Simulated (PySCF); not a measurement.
# C2H5NSeSi (SMILES N#C[SiH2]C[SeH]) at 6 levels

We compute a comparison of 6 runs (HF/STO-3G, HF/def2-SVP, B3LYP/6-31G*, BLYP/def2-SVPD, PBE0/def2-TZVP, MP2/def2-SVP) of C2H5NSeSi. The job is set up through a Python script.

Program for the calculation: PySCF 2.14.0.

### 1 The molecule

C2H5NSeSi has 10 atoms, charge 0, and is taken as a singlet. SMILES: `N#C[SiH2]C[SeH]`. Geometry: a GFN2-xTB relaxation, a rough one for these elements and not checked as a minimum. This is one conformer, not always the lowest.

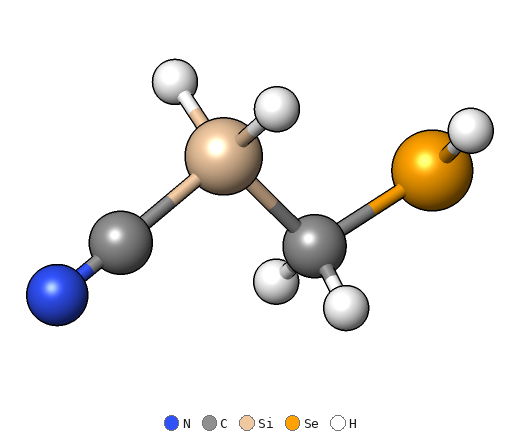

The structure, seen from a chosen angle (nitrogen blue, carbon grey, silicon light orange, selenium orange, hydrogen white).

### 2 Energy and gradient at HF/STO-3G (run 1)

start.xyz

```xyz
10
C2H5NSeSi
N      0.326990    -2.502340     2.159270
C      0.403920    -1.504830     1.602300
Si     0.541370     0.129030     0.706040
C     -0.778340     0.048060    -0.668460
Se    -0.782060     1.679890    -1.778590
H      0.246830     1.197880     1.657360
H      1.885010     0.200260     0.126930
H     -0.653000    -0.802860    -1.338640
H     -1.785890    -0.000080    -0.253490
H      0.595170     1.554970    -2.212740
```

calc.py

```python
from pyscf import gto

mol = gto.M(
    atom='start.xyz',
    max_memory=1860,
    spin=0,
    verbose=4,
    basis='sto-3g',
)

mf = mol.RHF()
mf.conv_tol = 1e-10
mf.kernel()
if not mf.converged:
    mf = mf.newton().run(mf.mo_coeff, mf.mo_occ)

energy = mf.e_tot
print('Final energy', energy)
grad = mf.nuc_grad_method().kernel()
mf.analyze()
```

On the command line:

```
OMP_NUM_THREADS=1 python calc.py
```

What it wrote:

```text
PySCF version 2.14.0

[... 82 lines left out ...]
One-electron Energy =                -4595.128791139177338
[... 11 lines left out ...]
MO #7   energy= -15.3356645426426  occ= 2
[... 9 lines left out ...]
MO #17  energy= -4.05968202739614  occ= 2
[... 9 lines left out ...]
MO #27  energy= -0.576317885279147 occ= 2
[... 9 lines left out ...]
MO #37  energy= 0.325211847763795  occ= 0
[... 9 lines left out ...]
MO #47  energy= 1.28211828657741   occ= 0
[... 60 lines left out ...]
Dipole moment(X, Y, Z, Debye):  1.19537,  1.93184, -1.11732
```

Run time: 8.4 s. Hardware: 1 thread of Intel Xeon at 2.50GHz (Skylake/Cascade Lake), shared host; peak memory 0.12 GiB.

### 3 Energy and gradient at HF/def2-SVP (run 2)

input.py

```python
# N#C[SiH2]C[SeH]
import pyscf.grad
from pyscf import gto

mol = gto.M(
    atom='''
N    0.326990  -2.502340   2.159270
C    0.403920  -1.504830   1.602300
Si   0.541370   0.129030   0.706040
C   -0.778340   0.048060  -0.668460
Se  -0.782060   1.679890  -1.778590
H    0.246830   1.197880   1.657360
H    1.885010   0.200260   0.126930
H   -0.653000  -0.802860  -1.338640
H   -1.785890  -0.000080  -0.253490
H    0.595170   1.554970  -2.212740
''',
    verbose=4,
    basis='def2-svp',
    max_memory=1860,
    charge=0,
)

mf = mol.RHF()
mf.conv_tol = 1e-10
mf.kernel()
if not mf.converged:
    mf = mf.newton().run(mf.mo_coeff, mf.mo_occ)

energy = mf.e_tot
print(f'total energy: {energy:.8f} hartree')
grad = mf.Gradients().kernel()
mf.analyze()
```

On the command line:

```
OMP_NUM_THREADS=1 python input.py
```

What it wrote:

```text
PySCF version 2.14.0

[... 98 lines left out ...]
MO #7   energy= -15.5863583168578  occ= 2
[... 21 lines left out ...]
MO #29  energy= -0.555655760112087 occ= 2
[... 21 lines left out ...]
MO #51  energy= 0.505322769339538  occ= 0
[... 21 lines left out ...]
MO #73  energy= 1.04688578064515   occ= 0
[... 21 lines left out ...]
MO #95  energy= 2.05415614852334   occ= 0
[... 21 lines left out ...]
MO #117 energy= 3.83182319669665   occ= 0
[... 130 lines left out ...]
Dipole moment(X, Y, Z, Debye):  0.52942,  2.20645, -1.62866
```

It took 44 s on 1 thread of Intel Xeon at 2.50GHz (Skylake/Cascade Lake), shared host; peak memory 0.3 GiB.

Runs 3 to 4 aren't shown in full; the table further down has their settings and results.

### 4 Energy and gradient at PBE0/def2-TZVP (run 5)

run.py

```python
from pyscf import gto, dft

mol = gto.Mole()
mol.atom = '''
N      0.617922    -4.728737     4.080429
C      0.763298    -2.843717     3.027908
Si     1.023041     0.243831     1.334222
C     -1.470849     0.090820    -1.263206
Se    -1.477879     3.174532    -3.361048
H      0.466441     2.263665     3.131956
H      3.562153     0.378437     0.239863
H     -1.233991    -1.517186    -2.529663
H     -3.374843    -0.000151    -0.479027
H      1.124708     2.938467    -4.181473
'''
mol.unit = 'bohr'
mol.spin = 0
mol.charge = 0
mol.max_memory = 1860
mol.basis = 'def2-tzvp'
mol.verbose = 4
mol.build()

myscf = dft.RKS(mol, xc='pbe0')
myscf.grids.level = 5
myscf.conv_tol = 1e-10
myscf.kernel()
if not myscf.converged:
    myscf = myscf.newton().run(myscf.mo_coeff, myscf.mo_occ)

etot = myscf.e_tot
print('Final energy', etot)
grad = myscf.nuc_grad_method().kernel()
dip = myscf.dip_moment()
pop, q = myscf.mulliken_pop()
```

On the command line:

```
OMP_NUM_THREADS=1 python run.py
```

What it wrote:

```text
PySCF version 2.14.0

[... 79 lines left out ...]
converged SCF energy = -2824.49794972475
Final energy -2824.497949724752
[... 12 lines left out ...]
Dipole moment(X, Y, Z, Debye):  0.27264,  2.22804, -1.77229
[... 219 lines left out ...]
charge of    9H =      0.12291
```

Run time: 11 min. Hardware: 1 thread of Intel Xeon at 2.50GHz (Skylake/Cascade Lake), shared host; peak memory 1.7 GiB.

### 5 Energy and gradient at MP2/def2-SVP (run 6)

calc.py

```python
import pyscf.grad
from pyscf import gto, scf, mp

molecule = gto.M(
    atom='''
N        0.326990      -2.502340       2.159270
C        0.403920      -1.504830       1.602300
Si       0.541370       0.129030       0.706040
C       -0.778340       0.048060      -0.668460
Se      -0.782060       1.679890      -1.778590
H        0.246830       1.197880       1.657360
H        1.885010       0.200260       0.126930
H       -0.653000      -0.802860      -1.338640
H       -1.785890      -0.000080      -0.253490
H        0.595170       1.554970      -2.212740
''',
    verbose=4,
    basis='def2-svp',
    max_memory=1860,
)

myscf = scf.RHF(molecule)
myscf.conv_tol = 1e-10
myscf.kernel()
if not myscf.converged:
    myscf = myscf.newton().run(myscf.mo_coeff, myscf.mo_occ)

pt = mp.MP2(myscf, frozen=17).run()
energy = pt.e_tot
print('Final energy', energy)
grad = pt.Gradients().kernel()
myscf.analyze()
```

On the command line:

```
OMP_NUM_THREADS=1 python calc.py
```

What it wrote:

```text
PySCF version 2.14.0

[... 103 lines left out ...]
MO #7   energy= -15.5863583168578  occ= 2
[... 21 lines left out ...]
MO #29  energy= -0.555655760112087 occ= 2
[... 21 lines left out ...]
MO #51  energy= 0.505322769339538  occ= 0
[... 21 lines left out ...]
MO #73  energy= 1.04688578064515   occ= 0
[... 21 lines left out ...]
MO #95  energy= 2.05415614852334   occ= 0
[... 21 lines left out ...]
MO #117 energy= 3.83182319669665   occ= 0
[... 130 lines left out ...]
Dipole moment(X, Y, Z, Debye):  0.52942,  2.20645, -1.62866
```

It took 1.9 min on 1 thread of Intel Xeon at 2.50GHz (Skylake/Cascade Lake), shared host; peak memory 1.7 GiB.

### 6 The series

```
run                               level  Cartesian functions  integration grid   energy (Eh)  dipole moment (D) of the reference  HOMO energy (eV)  LUMO energy (eV)  wall time
  1                           HF/STO-3G                   no                 –  -2790.627507                                2.53             -7.27              8.85      8.4 s
  2                         HF/def2-SVP                   no                 –  -2821.382516                                2.79             -9.53              2.65       44 s
  3  B3LYP/6-31G* (Cartesian functions)                  yes                 5  -2824.748433                                2.57             -6.59             -0.96    1.9 min
  4                      BLYP/def2-SVPD                   no                 5  -2824.509587                                2.88             -5.71             -1.84    3.4 min
  5                      PBE0/def2-TZVP                   no                 5  -2824.497950                                2.86             -7.01             -1.08     11 min
  6                        MP2/def2-SVP                   no                 –  -2822.132731                                2.79             -9.53              2.65    1.9 min
```

### 7 Results

| quantity | value |
| --- | --- |
| run 6: total energy | -2822.13273 Eh |
| run 6: dipole moment (Hartree–Fock density) | 2.79 D |
| run 6: HOMO energy (Hartree–Fock orbitals) | -9.53 eV |
| run 6: LUMO energy (Hartree–Fock orbitals) | 2.65 eV |
| run 6: HOMO–LUMO gap (Hartree–Fock orbitals) | 12.19 eV |
| run 6: correlation energy (17 core orbitals frozen) | -750.2 mEh |
| run 6: largest force on an atom | 4.357 eV/Å |

What this shows: Over runs 1, 2, 3, 4, 5 the dipole moment (its size) runs from 2.53 D (HF/STO-3G) to 2.88 D (BLYP/def2-SVPD). The two ends differ in method and basis. Over runs 1, 2, 3, 4, 5 the HOMO–LUMO gap runs from 3.87 eV (BLYP/def2-SVPD) to 16.12 eV (HF/STO-3G). Totals of different functionals can't be ranked against each other. In run 1 the basis is minimal, so the values are rough. All runs together took 19 min, the longest 11 min.
